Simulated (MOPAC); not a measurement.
# Run report: SnH₂SeClF, polarizability calculation

SnH₂SeClF, computed with PM7, closed shell, dispersion built in (MOPAC 23.2.5).

The atoms were displaced at random from an optimised geometry.

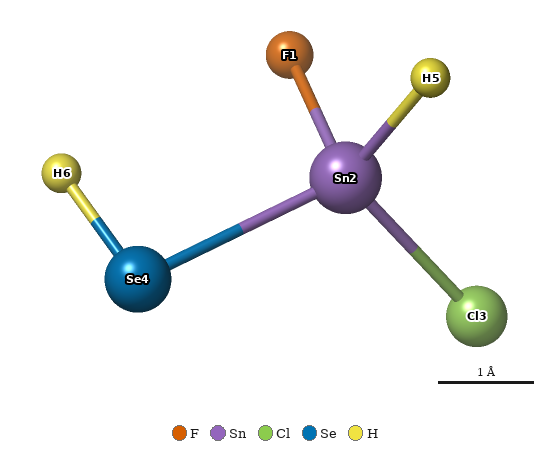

**Figure 1.** The input geometry (ball-and-stick view, seen at a tilt; atoms are numbered from 1 in the order of the input). Sticks mark near contacts.

The input (clfh2sesn.mop):
```
POLAR(E=(0.0,1.17)) 1SCF PM7 THREADS=1 AUX(PRECISION=6)
ClFH2SeSn charge 0

F  -0.44327 1  0.16147 1 -1.75906 1
Sn  0.43722 1  0.41115 1  0.02941 1
Cl  2.56771 1 -0.38851 1 -0.28302 1
Se -0.92865 1 -1.14807 1  1.42626 1
H   0.41976 1  2.12511 1  0.14557 1
H  -2.06574 1 -1.16802 1  0.46779 1
```

File mol.xyz:
```
6
ClFH2SeSn charge 0
F     -0.443272     0.161472    -1.759055
Sn     0.437225     0.411149     0.029410
Cl     2.567711    -0.388506    -0.283018
Se    -0.928652    -1.148067     1.426257
H      0.419757     2.125106     0.145573
H     -2.065739    -1.168016     0.467787
```

Command:
```bash
obabel mol.xyz -omop -xk "POLAR(E=(0.0,1.17)) 1SCF PM7 THREADS=1 AUX(PRECISION=6)" -O clfh2sesn.mop
mopac clfh2sesn.mop
```

What the program printed:
```
MOPAC v23.2.5
PM7 CALCULATION RESULTS

 *  POLAR      - CALCULATE FIRST, SECOND AND THIRD-ORDER POLARIZABILITIES
POLAR(E=(0.0,1.17)) 1SCF PM7 THREADS=1 AUX(PRECISION=6)
 ClFH2SeSn charge 0

   ATOM   CHEMICAL          X               Y               Z
  NUMBER   SYMBOL      (ANGSTROMS)     (ANGSTROMS)     (ANGSTROMS)

     1       F         -0.44327000  *   0.16147000  *  -1.75906000  *
     2      Sn          0.43722000  *   0.41115000  *   0.02941000  *
     3      Cl          2.56771000  *  -0.38851000  *  -0.28302000  *
     4      Se         -0.92865000  *  -1.14807000  *   1.42626000  *
     5       H          0.41976000  *   2.12511000  *   0.14557000  *
     6       H         -2.06574000  *  -1.16802000  *   0.46779000  *

          CARTESIAN COORDINATES

    NO.       ATOM           X           Y           Z

     1         F         -0.4433      0.1615     -1.7591
     2        Sn          0.4372      0.4112      0.0294
     3        Cl          2.5677     -0.3885     -0.2830
     4        Se         -0.9287     -1.1481      1.4263
     5         H          0.4198      2.1251      0.1456
     6         H         -2.0657     -1.1680      0.4678

           Empirical Formula: H2 F Sn Cl Se  =     6 atoms

      MOLECULAR POINT GROUP   :   C1

      RHF CALCULATION, NO. OF DOUBLY OCCUPIED LEVELS = 13

 ALL CONVERGERS ARE NOW FORCED ON
 SHIFT=10, PULAY ON, CAMP-KING ON
 AND ITERATION COUNTER RESET

 -------------------------------------------------------------------------------
 POLAR(E=(0.0,1.17)) 1SCF PM7 THREADS=1 AUX(PRECISION=6)
 ClFH2SeSn charge 0

     1SCF WAS SPECIFIED, SO BFGS WAS NOT USED
     SCF FIELD WAS ACHIEVED

                              PM7 CALCULATION

          FINAL HEAT OF FORMATION =        -94.20421 KCAL/MOL =    -394.15042 KJ/MOL

          COSMO AREA              =        138.61 SQUARE ANGSTROMS
          COSMO VOLUME            =        132.99 CUBIC ANGSTROMS

          IONIZATION POTENTIAL    =          8.714431 EV
          HOMO LUMO ENERGIES (EV) =         -8.714 -1.703
          NO. OF FILLED LEVELS    =         13
          MOLECULAR WEIGHT        =        254.1172         POINT GROUP:  C1

          MOLECULAR DIMENSIONS (Angstroms)

            Atom       Atom       Distance
            H     6   Cl     3     4.75817
           Se     4    F     1     3.26819
            H     6    H     5     2.69072

          SCF CALCULATIONS        =          1

          WALL-CLOCK TIME         =      0.211 SECONDS
          COMPUTATION TIME        =      0.215 SECONDS

   ATOM   CHEMICAL          X               Y               Z
  NUMBER   SYMBOL      (ANGSTROMS)     (ANGSTROMS)     (ANGSTROMS)

     1       F         -0.44327000  *   0.16147000  *  -1.75906000  *
     2      Sn          0.43722000  *   0.41115000  *   0.02941000  *
     3      Cl          2.56771000  *  -0.38851000  *  -0.28302000  *
     4      Se         -0.92865000  *  -1.14807000  *   1.42626000  *
     5       H          0.41976000  *   2.12511000  *   0.14557000  *
     6       H         -2.06574000  *  -1.16802000  *   0.46779000  *

                             CARTESIAN COORDINATES

   1    F       -0.443270000     0.161470000    -1.759060000
   2   Sn        0.437220000     0.411150000     0.029410000
   3   Cl        2.567710000    -0.388510000    -0.283020000
   4   Se       -0.928650000    -1.148070000     1.426260000
   5    H        0.419760000     2.125110000     0.145570000
   6    H       -2.065740000    -1.168020000     0.467790000

           Empirical Formula: H2 F Sn Cl Se  =     6 atoms

      MOLECULAR POINT GROUP   :   C1

                  EIGENVALUES
 -36.55854 -25.81096 -24.01881 -14.85274 -14.14442 -14.03435 -13.46176 -13.19985
 -12.37136 -11.72044 -11.40330 -10.49902  -8.71443  -1.70262   0.78746   1.10018
   2.08679   3.20108  71.38597  71.72012  71.77176  72.73080  72.73280

              NET ATOMIC CHARGES AND DIPOLE CONTRIBUTIONS

  ATOM NO.   TYPE          CHARGE      No. of ELECS.   s-Pop       p-Pop       d-Pop
    1          F          -0.637037        7.6370     1.97049     5.66655
    2         Sn           1.148536        2.8515     0.89454     1.95692
    3         Cl          -0.458298        7.4583     1.98847     5.46800     0.00183
    4         Se          -0.110020        6.1100     1.94746     4.16256
    5          H          -0.002156        1.0022     1.00216
    6          H           0.058975        0.9410     0.94103
 DIPOLE           X         Y         Z       TOTAL
 POINT-CHG.    -1.983     2.883     5.545     6.557
 HYBRID         0.219    -0.431    -2.484     2.531
 SUM           -1.764     2.452     3.061     4.300

          ATOMIC ORBITAL ELECTRON POPULATIONS

     Atom    s        px        py        pz      x^2-y^2     xz        z^2       yz        xy
    1  F   1.97049   1.92479   1.98834   1.75341
    2 Sn   0.89454   0.54519   0.90387   0.50787
    3 Cl   1.98847   1.57505   1.93116   1.96179   0.00053   0.00061   0.00010   0.00008   0.00052
    4 Se   1.94746   1.25076   1.63063   1.28118
    5  H   1.00216
    6  H   0.94103

          MOLECULAR WEIGHT =  254.12

          ROTATIONAL CONSTANTS IN CM(-1)

          A =    0.09028609   B =    0.03363988   C =    0.02792988

           PRINCIPAL MOMENTS OF INERTIA IN UNITS OF 10**(-40)*GRAM-CM**2

          A =      310.0450   B =      832.1299   C =     1002.2511

 ROTATION MATRIX FOR ORIENTATION OF MOLECULE:

         0.744971   -0.665111    0.051439
         0.377288    0.483668    0.789759
        -0.550156   -0.568940    0.611257

          CARTESIAN COORDINATES

    NO.       ATOM         X         Y         Z

     1         F        0.7592    1.7918   -0.9985
     2        Sn        0.5254    0.3094    0.3372
     3        Cl        1.9827   -1.3167   -0.3757
     4        Se       -1.8489   -0.3311   -0.1106
     5         H        1.0951    1.0839    1.7609
     6         H       -2.1762    0.9609   -0.7707

 ALL CONVERGERS ARE NOW FORCED ON
 SHIFT=10, PULAY ON, CAMP-KING ON
 AND ITERATION COUNTER RESET

 ENERGY OF "REORIENTED" SYSTEM WITHOUT FIELD:      -94.2042110959

  NFREQ=  2  IWFLB=  0  IBET=  1  IGAM=  1
  ATOL= 0.10000D-02  BTOL= 0.10000D-02    MAXITU=  500    MAXITA=  150

 CALCULATION OF STATIC FIELD QUANTITIES

 +++++ ALPHA AT       0.00000 EV.

                           COMPONENTS OF ALPHA

                     *X           *Y           *Z
           *=X:      39.8394       5.5089       6.0354
           *=Y:      -1.2218      30.8605       2.4602
           *=Z:       6.7369      -2.0226      24.0296

  ISOTROPIC AVERAGE ALPHA =      31.57650 A.U. =      4.67915 ANG.**3

 +++++ BETA (SECOND HARMONIC GENERATION) AT       0.00000 EV.

                              COMPONENTS OF BETA
            *XX         *XY         *YY         *XZ         *YZ         *ZZ
   *=X  -141.90397  -224.79004   157.30000  -132.68669   -15.07855    -5.58945
   *=Y  -110.35761    63.58620   -59.77791   -18.72361  -105.37363    -4.16914
   *=Z   -95.58721   -11.81745   -59.39845   -47.52389   -39.70494   -95.23344

 AVERAGE BETAX(SHG) VALUE AT   0.00000 EV =        -48.3754 a.u. = -0.417935E-30 ESU
 AVERAGE BETAY(SHG) VALUE AT   0.00000 EV =       -164.5701 a.u. = -0.142179E-29 ESU
 AVERAGE BETAZ(SHG) VALUE AT   0.00000 EV =       -183.3613 a.u. = -0.158414E-29 ESU

 AVERAGE BETA (SHG) VALUE AT   0.00000 EV =        251.0874 a.u. =  0.216925E-29 ESU
   (1 a.u. = 8.639418X10-33 esu)

 +++++ ALPHA AT       0.00000 EV.

                           COMPONENTS OF ALPHA

                     *X           *Y           *Z
           *=X:      39.6674       5.4104       6.0066
           *=Y:      -1.4620      30.8528       2.4711
           *=Z:       6.4194      -2.0817      24.0239

  ISOTROPIC AVERAGE ALPHA =      31.51466 A.U. =      4.66999 ANG.**3

 GAMMA (THIRD HARMONIC GENERATION) AT    0.00000 EV.

 GAMMA(X,X,X,X) =         27381.21160
 GAMMA(Y,Y,Y,Y) =          4570.20506
 GAMMA(Z,Z,Z,Z) =          1905.60590
 GAMMA(X,X,Y,Y) =          2165.26244
 GAMMA(X,X,Z,Z) =          1208.53444
 GAMMA(Y,Y,X,X) =          5392.13968
 GAMMA(Y,Y,Z,Z) =          1296.90146
 GAMMA(Z,Z,X,X) =          3117.94951
 GAMMA(Z,Z,Y,Y) =          2254.66299

 AVERAGE GAMMA VALUE AT    0.00000 =          9858.49461 a.u. =         4965.43052 ESU (X10-39)

 CALCULATION FOR A FREQUENCY OF    1.17000 EV  =       0.04300 A.U.
                  WAVELENGTH OF    1059.69 NM  =    9436.68297 CM(-1)

 +++++ ALPHA AT       1.17000 EV.

                           COMPONENTS OF ALPHA

                     *X           *Y           *Z
           *=X:      39.6202       5.9973       6.3877
           *=Y:       1.0224      31.3081       2.4622
           *=Z:       4.9520      -2.6171      24.1505

  ISOTROPIC AVERAGE ALPHA =      31.69293 A.U. =      4.69641 ANG.**3

 +++++ BETA (SECOND HARMONIC GENERATION) AT       1.17000 EV.

                              COMPONENTS OF BETA
            *XX         *XY         *YY         *XZ         *YZ         *ZZ
   *=X  -445.79672  -225.81370   253.62598   -37.32420   -18.90694    29.65356
   *=Y    31.40417    10.88077  -111.05811   -96.49369  -130.39654   -43.92688
   *=Z    11.96906   -31.79550   -82.39472  -122.89247   -67.63130  -141.79243

 AVERAGE BETAX(SHG) VALUE AT   1.17000 EV =       -255.6268 a.u. = -0.220847E-29 ESU
 AVERAGE BETAY(SHG) VALUE AT   1.17000 EV =       -186.5174 a.u. = -0.161140E-29 ESU
 AVERAGE BETAZ(SHG) VALUE AT   1.17000 EV =       -166.2489 a.u. = -0.143629E-29 ESU

 AVERAGE BETA (SHG) VALUE AT   1.17000 EV =        357.4528 a.u. =  0.308818E-29 ESU
   (1 a.u. = 8.639418X10-33 esu)

 +++++ ALPHA AT       3.51000 EV.

                           COMPONENTS OF ALPHA

                     *X           *Y           *Z
           *=X:      43.6143      12.7698      10.8898
           *=Y:      -1.2984      32.3025       3.0140
           *=Z:       7.4525      -2.1666      25.0605

  ISOTROPIC AVERAGE ALPHA =      33.65909 A.U. =      4.98776 ANG.**3

 GAMMA (THIRD HARMONIC GENERATION) AT    1.17000 EV.

 GAMMA(X,X,X,X) =         86223.51354
 GAMMA(Y,Y,Y,Y) =         10790.21723
 GAMMA(Z,Z,Z,Z) =          7445.34334
 GAMMA(X,X,Y,Y) =          2495.35976
 GAMMA(X,X,Z,Z) =         10345.26841
 GAMMA(Y,Y,X,X) =          5891.08438
 GAMMA(Y,Y,Z,Z) =          5192.11863
 GAMMA(Z,Z,X,X) =         14121.51617
 GAMMA(Z,Z,Y,Y) =          6043.87936

 AVERAGE GAMMA VALUE AT    1.17000 =         29709.66016 a.u. =        14963.87220 ESU (X10-39)

 *                    *
 * JOB ENDED NORMALLY *
 *                    *

 TOTAL JOB TIME:             0.70 SECONDS

 == MOPAC DONE ==
```

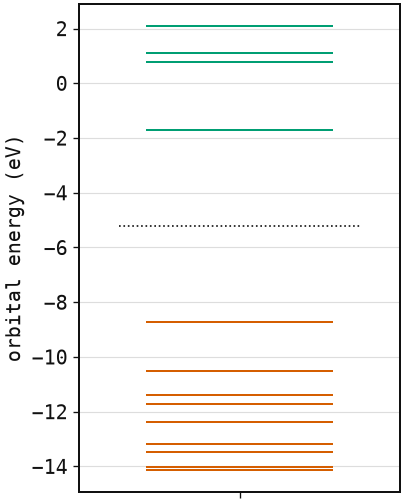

**Figure 2.** Orbital energies near the frontier; the dotted line parts filled from empty levels, and levels within 0.02 eV of each other stand side by side. Highest filled −8.71 eV, lowest empty −1.70 eV, 7.01 eV apart.

Summary:

| quantity | value |
| --- | --- |
| outcome | converged |
| heat of formation | −94.20 kcal/mol |
| basis functions | 23 |
| HOMO | −8.71 eV |
| LUMO | −1.70 eV |
| dipole moment | 4.30 D |
| hardware | 1 thread of AMD EPYC (Zen 3), 64 GiB of memory available, shared host |
| wall time | 0.75 s |
| peak memory | 0.12 GiB |

Notes:

MOPAC's energies along a path are heats of formation.
